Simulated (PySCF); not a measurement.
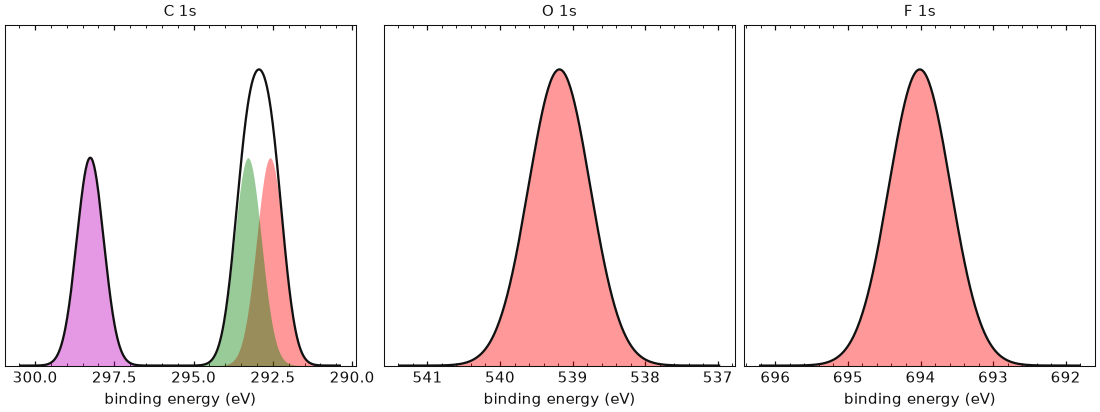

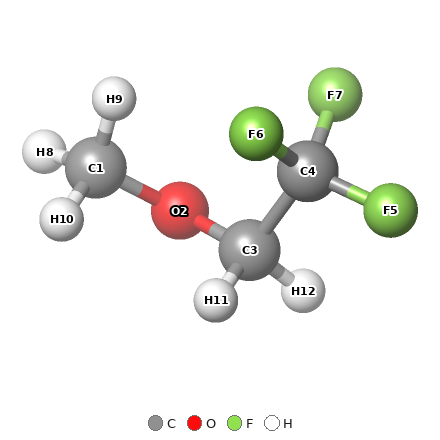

Simulated XPS of C₃H₅F₃O (MeOCH2CF3), SMILES COCC(F)(F)F. Vertical core-electron binding energies by ΔSCF (SCAN, pcX-2 on the ionised atom, pcseg-1 elsewhere, spin-free X2C; PySCF 2.14.0, at a GFN2-xTB geometry (no frequency check)), gas phase, against the vacuum level. One atom of each kind was ionised; within a panel, areas follow the number of like atoms, each panel is scaled alone, Gaussians of 1.0 eV full width. Only the regions named are shown. Lines closer than the width merge in the curve.

Question: Assign the components.

Answer:
```tsv
level	atoms	binding energy (eV)
C 1s	C4	298.3
C 1s	C3	293.3
C 1s	C1	292.6
O 1s	O2	539.2
F 1s	F5, F6, F7	694.0
```

Question: How large is the chemical shift across the C 1s region?

Answer: 5.7 eV, from C1 at 292.6 eV to C4 at 298.3 eV.

Note: one conformer of a flexible molecule; the tight-binding geometry is rougher than a DFT one and adds to the error.
